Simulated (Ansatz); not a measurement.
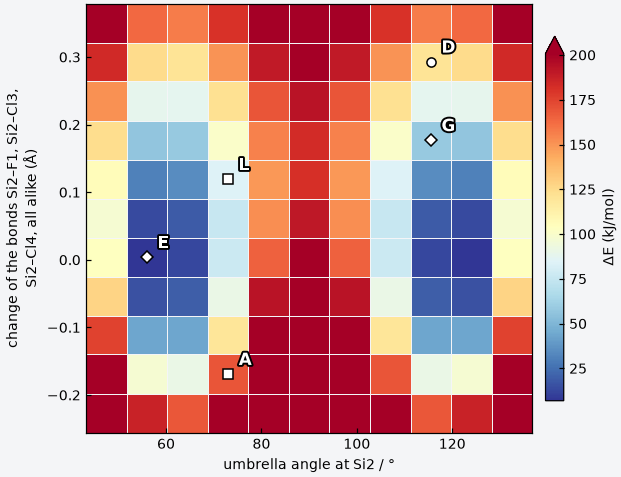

Cl₂FSi, SMILES F[Si-](Cl)Cl, charge −1. 
- The first coordinate is: umbrella angle at Si2 (between each of its bonds and their common axis; 90 is planar); the second: change of the bonds Si2–F1, Si2–Cl3, Si2–Cl4, all alike.
- Nothing is relaxed (all other coordinates rigid).
- The scan uses an 11 × 11 grid; 66 points were computed and 55 follow by symmetry.
- Points are written as (first, second).
- Energies: kJ/mol, counted from the relaxed molecule at the same level.
- Energies and slopes of some neighbouring points disagree (a jump in structure or state, or too coarse a mesh).
- Computed with Ansatz, RKS PBE0-D4/def2-SVPD.

The picture shows one coloured cell a grid point, one colour for all values above the top of the scale, lettered points.

Rank the lettered points by energy, lowest first.

Answer. E (7 kJ/mol), G (58 kJ/mol), L (84 kJ/mol), D (121 kJ/mol), A (169 kJ/mol).
